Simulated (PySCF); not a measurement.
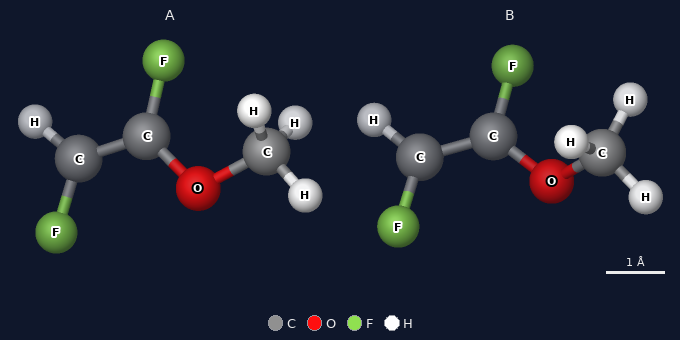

Two geometries of C₃H₄F₂O, drawn at one scale. One is the start of a relaxation, the other its converged end. A ball-and-stick model, seen at a tilt.

These are results of PBE0-D3(BJ)/def2-SVP geometry optimisation, gas phase (PySCF), not measurements. 

### Which one is relaxed?

Structure B is the relaxed one. The start comes from MMFF94s. Over 19 geometry steps the energy falls by 0.250 eV. Largest force component: 2.3 eV/Å at the start, 0.008 eV/Å at the end. The largest moves after the best rigid fit, 0.70 Å, are those of F and H atoms. By element the largest moves are H 0.70 Å, F 0.69 Å, O 0.57 Å, C 0.34 Å. Some distances before and after: C–O 1.379 → 1.323 Å, C–F 1.346 → 1.330 Å, C–H 1.078 → 1.090 Å, C–H 1.096 → 1.103 Å. Bond angles that change, for instance: O–C–F 120.8° → 115.0°, C–O–C 111.2° → 116.2°, F–C–H 111.6° → 116.0°. Groups turn about C–O by about 55°.
